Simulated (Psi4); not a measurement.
**SiCNClF2 (SMILES N#C[Si](F)(F)Cl): r2SCAN/cc-pVDZ**

Aim: the vertical ionisation energy of SiCNClF2 at r2SCAN/cc-pVDZ, from 2 runs. 

Program for the calculation: Psi4 1.11.

11 further runs of the same task are left out: 10 that didn't finish, 1 set aside as unsound or not needed.

## 1. Starting point

SiCNClF2: 6 atoms, total charge 0, spin state singlet. As SMILES, `N#C[Si](F)(F)Cl`. The shape is that of a PBE0-D4/def2-TZVP optimisation.

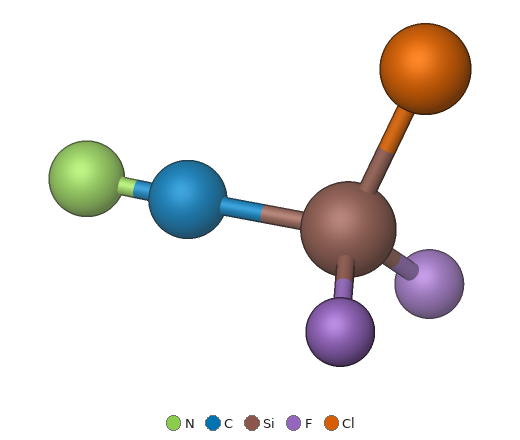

The structure, seen from a chosen angle (nitrogen green, carbon blue, silicon brown, fluorine purple, chlorine orange).

## 2. A single-point energy at r2SCAN/cc-pVDZ

File job.dat:

```
memory 2.2 GB

molecule {
  0 1
  N      1.925400    -1.092200     1.077400
  C      1.030100    -0.609300     0.540000
  Si    -0.394400     0.176700    -0.290300
  F     -1.487900    -0.920300    -0.527700
  F      0.087600     0.719200    -1.679000
  Cl    -1.118900     1.661900     0.833400
  symmetry c1
}

set puream true
set e_convergence 1e-09
set d_convergence 1e-08
set scf_type pk
set dft_radial_points 99
set dft_spherical_points 590

energy('r2scan/cc-pVDZ')
```

Run with:

```console
$ psi4 job.dat job.out -n 1
```

job.out:

```text
[...]
  Running in c1 symmetry.
[...]
  Nuclear repulsion =  351.977762816507550
[...]
  Multiplicity = 1
[...]
  Nalpha       = 31
  Nbeta        = 31
[...]
    Number of basis functions: 92
[...]
   @RKS iter   1: -1042.04012945526688   -2.65808e-01   6.86260e-03 ADIIS/DIIS
[...]
   @RKS iter  13: -1042.21344387331465   -1.13687e-12   3.15457e-09 DIIS
[...]
    Orbital Energies [Eh]
    ---------------------
    Doubly Occupied:
       1A   -101.249691     2A    -66.016343     3A    -24.550767
       4A    -24.550730     5A    -14.217443     6A    -10.103115
       7A     -9.415902     8A     -7.158718     9A     -7.152076
      10A     -7.152023    11A     -5.372960    12A     -3.716568
      13A     -3.715765    14A     -3.713842    15A     -1.221388
      16A     -1.201881    17A     -0.907366    18A     -0.847528
      19A     -0.607410    20A     -0.523094    21A     -0.502673
      22A     -0.483057    23A     -0.444666    24A     -0.437821
      25A     -0.425244    26A     -0.415031    27A     -0.368216
      28A     -0.358108    29A     -0.353327    30A     -0.349161
      31A     -0.342951
[...]
  @RKS Final Energy: -1042.21344387331465
   => Energetics <=
    Nuclear Repulsion Energy =            351.9777628165075498
    One-Electron Energy =               -2139.9557422470888923
    Two-Electron Energy =                 828.1342434435783844
    DFT Exchange-Correlation Energy =     -82.3697078863116161
    Empirical Dispersion Energy =           0.0000000000000000
    VV10 Nonlocal Energy =                  0.0000000000000000
    Total Energy =                      -1042.2134438733146453
[...]
 Multipole Moments:
 ------------------------------------------------------------------------------------
     Multipole            Electronic (a.u.)      Nuclear  (a.u.)        Total (a.u.)
 ------------------------------------------------------------------------------------
 L = 1.  Multiply by 2.5417464519 to convert [e a0] to [Debye]
 Dipole X            :         -2.0738913            1.5101730           -0.5637184
 Dipole Y            :          0.9584577           -0.5214814            0.4369763
 Dipole Z            :         -1.4735967            1.3238881           -0.1497086
 Magnitude           :                                                    0.7287931
[...]
```

Run time: 28 s. Hardware: 1 thread of Intel Xeon 6975P-C (Granite Rapids), shared host; peak memory 1.3 GiB.

## 3. The doublet cation: energy and gradient at U-r2SCAN/cc-pVDZ

File calc.inp:

```
memory 2.2 GB

molecule {
  1 2
  N      1.925400    -1.092200     1.077400
  C      1.030100    -0.609300     0.540000
  Si    -0.394400     0.176700    -0.290300
  F     -1.487900    -0.920300    -0.527700
  F      0.087600     0.719200    -1.679000
  Cl    -1.118900     1.661900     0.833400
  symmetry c1
}

set reference uks
set puream true
set e_convergence 1e-09
set d_convergence 1e-08
set scf_type pk
set dft_radial_points 99
set dft_spherical_points 590
set maxiter 100

gradient('r2scan/cc-pVDZ')
print_variables()
```

Run with:

```console
$ psi4 -i calc.inp -o calc.out -n 1
```

calc.out (excerpt; [...] marks lines left out):

```text
[...]
  Running in c1 symmetry.
[...]
  Nuclear repulsion =  351.977762816507550
[...]
  Multiplicity = 2
[...]
  Nalpha       = 31
  Nbeta        = 30
[...]
    Number of basis functions: 92
[...]
   @UKS iter   1: -1041.49008886957245    2.84232e-01   7.26961e-03 ADIIS/DIIS
[...]
   @UKS iter  61: -1041.74923281309907   -5.45697e-12   8.06607e-09 DIIS
[...]
   @S^2 Observed:                7.561826041E-01
[...]
  @UKS Final Energy: -1041.74923281309907
   => Energetics <=
    Nuclear Repulsion Energy =            351.9777628165075498
    One-Electron Energy =               -2125.1202758893750797
    Two-Electron Energy =                 813.3647517795113799
    DFT Exchange-Correlation Energy =     -81.9714715197428063
    Empirical Dispersion Energy =           0.0000000000000000
    VV10 Nonlocal Energy =                  0.0000000000000000
    Total Energy =                      -1041.7492328130990700
[...]
 Multipole Moments:
 ------------------------------------------------------------------------------------
     Multipole            Electronic (a.u.)      Nuclear  (a.u.)        Total (a.u.)
 ------------------------------------------------------------------------------------
 L = 1.  Multiply by 2.5417464519 to convert [e a0] to [Debye]
 Dipole X            :         -1.4180143            1.5101730            0.0921586
 Dipole Y            :          0.8580347           -0.5214814            0.3365533
 Dipole Z            :         -0.4735641            1.3238881            0.8503240
 Magnitude           :                                                    0.9191367
[...]
  -Total Gradient:
     Atom            X                  Y                   Z
    ------   -----------------  -----------------  -----------------
       1       -0.067996072949     0.033170380653    -0.038696453699
       2        0.057581632210    -0.024081377625     0.027950560789
       3       -0.013368229587     0.005810682959     0.008304467751
       4        0.025152962873     0.024165496312    -0.003622197210
       5       -0.012490917383    -0.016639171759     0.024323293733
       6        0.011223088109    -0.021705314229    -0.017645044632
[...]
```

Wall time 2.5 min (1 thread of Intel Xeon 6975P-C (Granite Rapids), shared host); peak memory 1.3 GiB.

## 4. Outcome

At r2SCAN/cc-pVDZ:

| quantity | value |
| --- | --- |
| singlet SiCNClF2: total energy | -1042.21344 Eh |
| singlet SiCNClF2: dipole moment | 1.85 D |
| singlet SiCNClF2: HOMO energy | -9.33 eV |
| singlet SiCNClF2: LUMO energy | -2.00 eV |
| singlet SiCNClF2: HOMO–LUMO gap | 7.33 eV |
| doublet cation: total energy | -1041.74923 Eh |
| doublet cation: HOMO energy (highest over α and β) | -15.84 eV |
| doublet cation: LUMO energy (lowest over α and β) | -15.68 eV |
| doublet cation: ⟨S²⟩ | 0.756 |
| doublet cation: largest force on an atom | 4.370 eV/Å |
| vertical ionisation energy (to the doublet cation) | 12.632 eV |

The vertical ionisation energy comes to 12.63 eV (291 kcal/mol). −ε(HOMO) before ionisation, 9.33 eV, is 3.30 eV below this ionisation energy.
